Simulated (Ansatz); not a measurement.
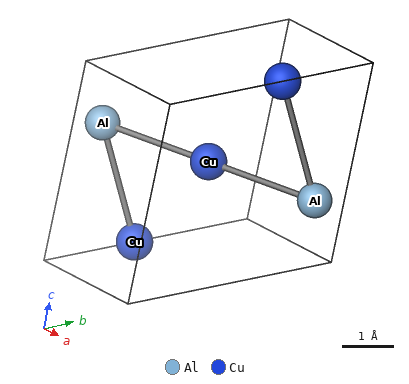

Ball-and-stick drawing of the structure, looking slightly off an axis. The wireframe shows the cell (the run's own, in a reduced setting).

```xyz
5
Lattice="-2.0840 3.6095 0.0000 -4.1679 0.0000 0.0000 -2.0840 1.2032 4.3320" Properties=species:S:1:pos:R:3 pbc="T T T"
Al   -2.0840    1.2032    2.9933
Al   -6.2519    3.6095    1.3386
Cu   -6.2519    3.6095    3.9175
Cu   -2.0840    1.2032    0.4144
Cu   -4.1679    2.4063    2.1660
```

Calculation details: DFT PBE, scalar-relativistic, plane waves, PAW (Ansatz 0.2.0); a kinetic-energy cutoff of 420 eV, k-points about 0.15 Å⁻¹ apart, Gaussian smearing of 0.1 eV, no spin polarisation.

Question: Give the Bader charge of each element.

Answer: Al +1.17 e; Cu -1.04 to -0.65 e.

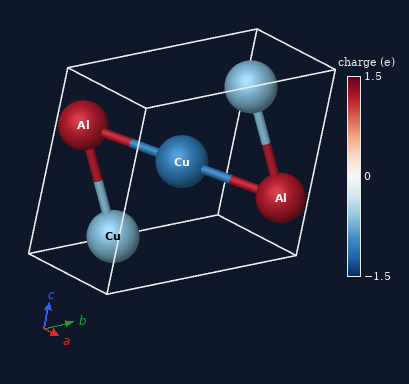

The atoms coloured by those charges.

The structure was taken from a structure type filled with these elements by a generator (whether the compound takes this form wasn't checked). Earlier steps of the study, as a rule a relaxation of our own, may have changed the cell and positions, so they can lie some per cent off the listed ones. It was run through Ansatz as a DFT input.
